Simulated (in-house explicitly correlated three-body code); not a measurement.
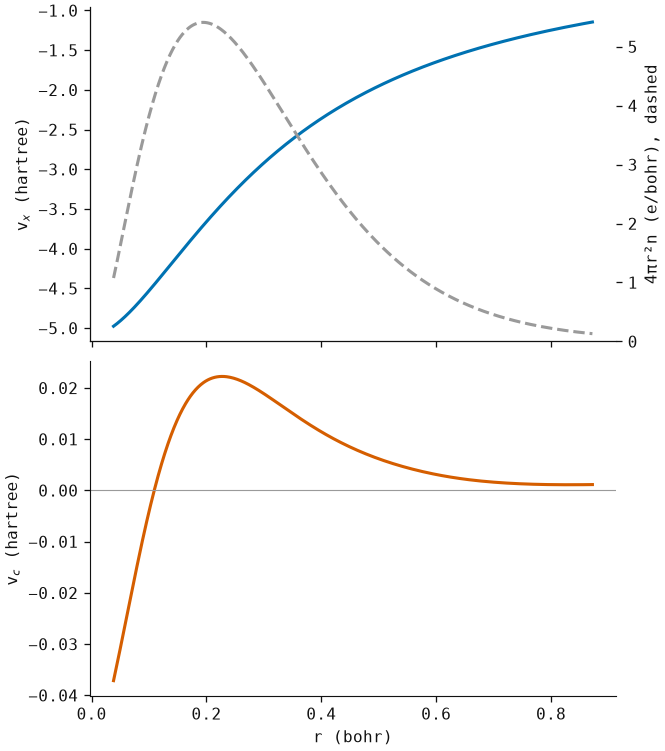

Two electrons around a point charge Z = 5.4. Computed variationally in 260 exponentially correlated functions with an in-house code, non-relativistic, converged to about 10⁻⁷ hartree. The plot shows the exact exchange and correlation potentials of the ground state, from inverting its density, with the radial density dashed.

### Describe the exact correlation potential.

The exchange potential, minus half the Hartree potential for two paired electrons, rises from −4.98 hartree at 0.038 bohr to −1.15 at 0.87 bohr, tending to −1/r far out. The correlation potential is −0.037 hartree at the inner end, crosses zero near 0.11 bohr and has a positive maximum of 0.022 hartree near 0.23 bohr; the density peaks at 0.19 bohr. The LDA correlation potential, by contrast, is negative everywhere. The Kohn-Sham level equals minus the binding of the second electron, −309.2 eV.
